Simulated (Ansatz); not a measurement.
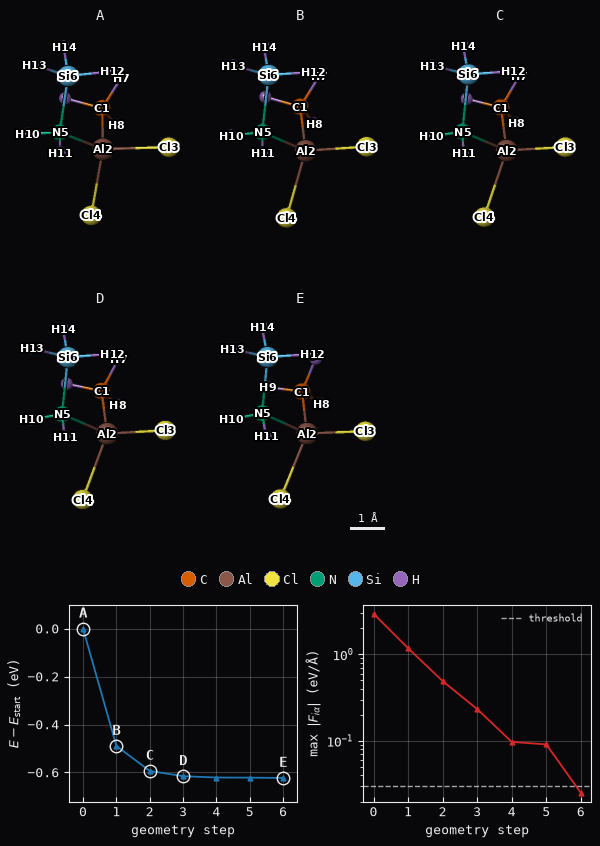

Frames of a relaxation of CH$_{8}$AlCl$_{2}$NSi (coarse preliminary run), marked on the history of the run. The picture is a ball-and-stick view, seen from a free direction.

The start comes from a force field.

The calculation used RKS PBE-D4/def2-SVP in Ansatz. Settings: force threshold 0.03 eV/Å; at most 200 steps.

Question: Describe the path.

Answer: The largest move after the best rigid fit is that of Cl4, 0.39 Å. Largest moves by element: Cl 0.39 Å, H 0.29 Å, Al 0.22 Å, C 0.13 Å, Si 0.12 Å, N 0.10 Å. Some distances before and after: Al2–N5 1.898 → 2.063 Å, C1–H9 1.189 → 1.112 Å, Si6–H14 1.458 → 1.495 Å, Al2–Cl3 2.192 → 2.157 Å. Among the angles between lasting bonds that change: Cl4–Al2–N5 110.3° → 96.8°, Cl3–Al2–N5 110.2° → 97.9°, C1–Al2–Cl3 108.2° → 118.2°. The energy falls by 0.623 eV in 6 geometry steps. Largest force component: 3 eV/Å at the start, 0.025 eV/Å at the end. The run took 15 s on 4 threads of Arm Neoverse V2, with other jobs on the host. From step 0 to 1: Cl3 moves most (0.20 Å), energy −0.489 eV. From step 1 to 2: H8 moves most (0.09 Å), energy −0.104 eV. From step 2 to 3: H9 moves most (0.07 Å), energy −0.022 eV. From step 3 to 6: H9 moves most (0.14 Å), energy −0.007 eV.

| step | E − E(0), eV | largest force component, eV/Å |
| --- | --- | --- |
| 0 | 0.0000 | 2.9525 |
| 1 | -0.4894 | 1.1791 |
| 2 | -0.5936 | 0.4923 |
| 3 | -0.6156 | 0.2336 |
| 4 | -0.6212 | 0.0977 |
| 5 | -0.6218 | 0.0913 |
| 6 | -0.6230 | 0.0252 |
